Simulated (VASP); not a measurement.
Shape and ions are relaxed at each volume.

Energy against volume of Mg (hcp). All values below come from PW91 GGA, VASP's PBE PAW potentials (set 64) (plane waves; VASP).

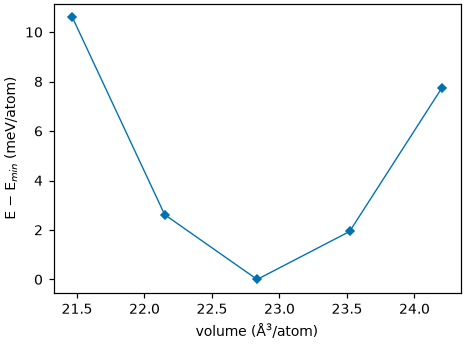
Figure. Energy against volume

**Question.** Estimate the equilibrium volume and the bulk modulus.

**Answer.** The minimum lies near 22.9 Å³/atom, and the curvature gives B0 of about 35 GPa.

Measured: bulk modulus 38.6 GPa at 0 K (computed value off by -8.7 %), as given by K. Lejaeghere et al., Critical reviews in solid state and materials sciences/CRC critical reviews in solid state and materials sciences (2013), arXiv:1204.2733 [extrapolated to 0 K and zero-point effects removed (source: thermally corrected experimental values)].

The compound is Mg in the hcp structure. It was relaxed first.
